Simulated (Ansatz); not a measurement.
Ga2O3 (corundum)

```
CELL_PARAMETERS angstrom
      2.52884     1.46003     4.54105
     -2.52884     1.46003     4.54105
      0.00000    -2.92005     4.54105
ATOMIC_POSITIONS crystal
  Ga 0.35584 0.35584 0.35584
  Ga 0.14416 0.14416 0.14416
  Ga 0.64416 0.64416 0.64416
  Ga 0.85584 0.85584 0.85584
  O  0.55313 0.94687 0.25000
  O  0.25000 0.55313 0.94687
  O  0.94687 0.25000 0.55313
  O  0.44687 0.05313 0.75000
  O  0.75000 0.44687 0.05313
  O  0.05313 0.75000 0.44687
```

A phonon eigenvector at Γ is frozen into this cell: atom i moves by Q times the vector below, so Q is the largest atomic displacement, in Å. The cell is held.

```
atom       x       y       z
----  ------  ------  ------
Ga1    0.000   0.000   1.000
Ga2    0.000   0.000  -1.000
Ga3    0.000   0.000  -1.000
Ga4    0.000   0.000   1.000
O5    -0.161   0.000   0.000
O6     0.081  -0.140   0.000
O7     0.081   0.140   0.000
O8     0.161   0.000   0.000
O9    -0.081   0.140   0.000
O10   -0.081  -0.140   0.000
```

The numbers are results of PBE (plane waves to 420 eV, PAW, scalar-relativistic; Ansatz, an electronic-structure program), not measurements. k mesh 8×8×8 (Γ-centred), Fermi-Dirac smearing 0.05 eV. Energies are smeared free energies. Compression counts positive. Ga2O3 was relaxed with its symmetry unable to fall. The zero of ΔE is the undisplaced structure.

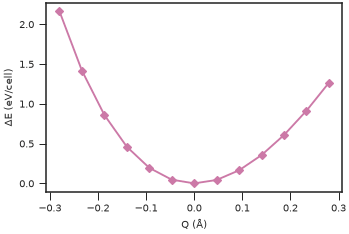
Figure. ΔE (eV/cell) against Q (Å); computed points joined by lines.

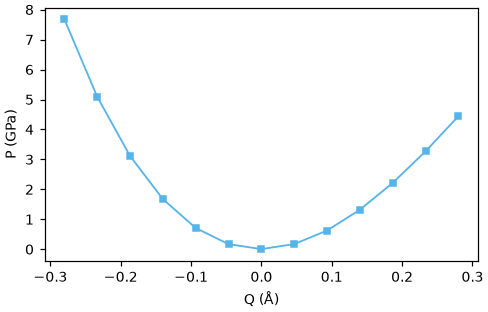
P (GPa) against Q (Å); computed points joined by lines.

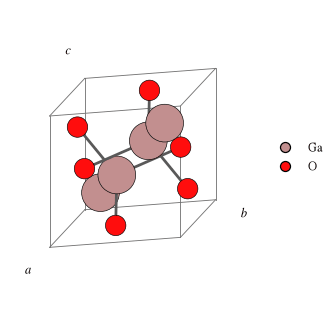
The cell of the calculation at Q = -0.280 Å.

The energy at Q = 0.280 Å comes out as 1264 meV/cell. Harmonic wavenumber from the curvature (finite differences): 199 cm⁻¹. Space group of the distorted cell: R-3c (No. 167), as undistorted: a fully symmetric mode. Wavenumber by perturbation theory (DFPT, on another k mesh): 199 cm⁻¹. Shape of the curve: a single well with its minimum at or next to zero displacement.

E″ = 40.97 eV/Å², M = Σ mᵢ|uᵢ|² = 281.4 u, ν̃ = 521.5·√(|E″|/M).

(A displaced cell: forces are minus the slopes of the energy, force constants its curvatures, and phonons follow from these.)
